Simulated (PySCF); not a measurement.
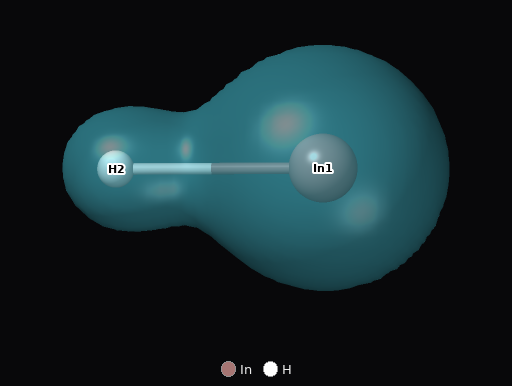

*InH (charge +1, doublet). Isosurface of the electron density at 0.3 e/Å³ (cyan), seen from one side.*

Core potentials replace the inner electrons of In.

These are results of PBE0/cc-pVTZ(-PP), non-relativistic Hamiltonian with scalar-relativistic core potentials where named, at a bond length of 1.866 Å in PySCF, not measurements.

How is the density connected at this value?

At this value the surface is in one piece. It bridges the sampled In–H (1.87 Å) contact, where the density stays above the isovalue. On the grid the lowest density along these lines, outside the cores, is 0.52 e/Å³ (In–H, 1.87 Å).
